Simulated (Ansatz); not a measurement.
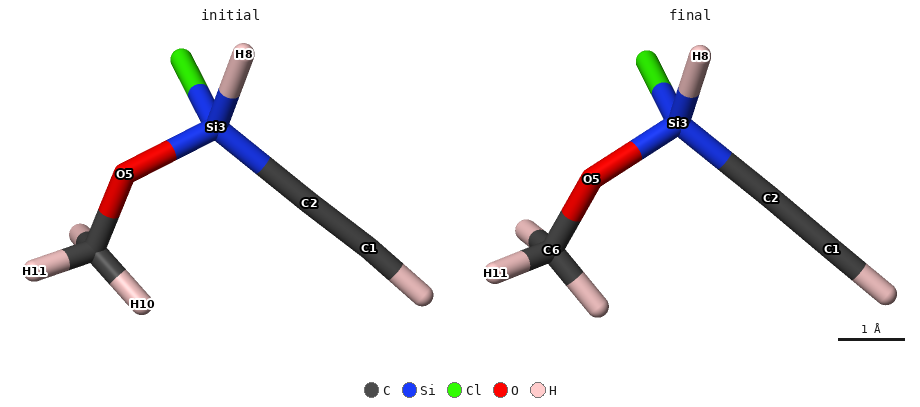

The structure of C3H5ClOSi (coarse preliminary run) before (left) and after (right) a relaxation, at one scale.

The picture is a stick view, seen face on.

The start comes from a force field.

These are results of RKS PBE-D4/def2-SVP in Ansatz 0.2.0, not measurements.

Input
```yaml
crystal:
  periodic: [false, false, false]
  atoms:
    - {symbol: C, position_ang: [-0.963300, 0.679700, 2.383500]}
    - {symbol: C, position_ang: [-0.184700, 0.317900, 1.602700]}
    - {symbol: Si, position_ang: [1.075200, -0.309200, 0.391700]}
    - {symbol: Cl, position_ang: [1.111500, -2.347600, 0.364600]}
    - {symbol: O, position_ang: [0.881300, 0.182800, -1.181600]}
    - {symbol: C, position_ang: [-0.407900, 0.086200, -1.748300]}
    - {symbol: H, position_ang: [-1.721400, 1.082600, 3.059700]}
    - {symbol: H, position_ang: [2.510700, 0.083900, 0.840200]}
    - {symbol: H, position_ang: [-0.744800, -0.953700, -1.724900]}
    - {symbol: H, position_ang: [-1.138000, 0.700800, -1.205600]}
    - {symbol: H, position_ang: [-0.353300, 0.419600, -2.761400]}
basis:
  gaussian: {orbitals: def2-SVP}
hamiltonian: {xc: pbe, dispersion: d4}
relax: {f_tol: 0.03, max_steps: 200}
```

Launched with:
```bash
ansatz run in.yaml --threads 2 --pin off --events-out ev --progress --plain --max-ram 32768MiB --backend cpu
```

Q: Summarise the run.

A: The atom that moves furthest after the best rigid fit is H9 (0.22 Å). Largest moves by element: H 0.22 Å, Cl 0.14 Å, O 0.13 Å, C 0.08 Å, Si 0.07 Å. Near-neighbour distances that change, for instance: C1–C2 1.161 → 1.229 Å, Si3–H8 1.554 → 1.488 Å, Si3–Cl4 2.039 → 2.083 Å, C6–H11 1.068 → 1.108 Å. Bond angles that change, for instance: Si3–O5–C6 117.8° → 124.5°, Cl4–Si3–H8 103.9° → 109.9°, C2–Si3–O5 116.0° → 110.8°. After 7 geometry steps the energy has fallen by 10.8 kcal/mol. Largest force component: 5.9 eV/Å at the start, 0.021 eV/Å at the end. The run took about 40 core-seconds on a shared host.
